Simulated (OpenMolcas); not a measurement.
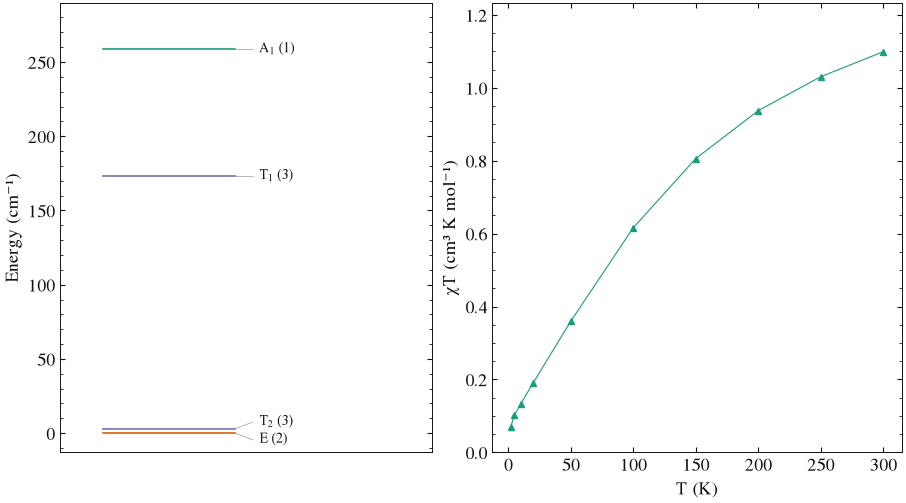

Levels of a 3d ion of charge +2 as a dopant in Cs₂NaYF₆, a cluster with its 6 nearest F⁻ at 2.173 Å (octahedron) embedded in model potentials and point charges; the geometry was set, not optimised. Labels give the representation in O, Td, D4 or D3 as the site allows (double group for half-integer spin) where it could be assigned and, in brackets, the degeneracy; spin-free states, where drawn, share the zero of the spin-orbit levels. The calculation used state-averaged CASSCF, the open shell active, basis ANO-RCC-VTZP on the metal and ANO-RCC-VDZP on the ligands, DKH2 scalar Hamiltonian, spin-orbit coupling by RASSI with atomic mean-field integrals (OpenMolcas). Powder susceptibility by Van Vleck's formula.

Which ion is the dopant?

Ti²⁺ (3d²). The ground level is E, doubly degenerate, 100 % from states of spin multiplicity 3. Its principal g values are all close to zero. The next level lies at 2.9 cm⁻¹ (T₂). χT is 0.0682 cm³ K mol⁻¹ at 2 K and 1.10 at 300 K, an effective moment of 2.97 μB. The active orbitals hold 93 to 97 % metal character (Löwdin), and the Mulliken charge of the metal is +1.80.

Note: the geometry is set by hand, with no relaxation and no charge compensation.
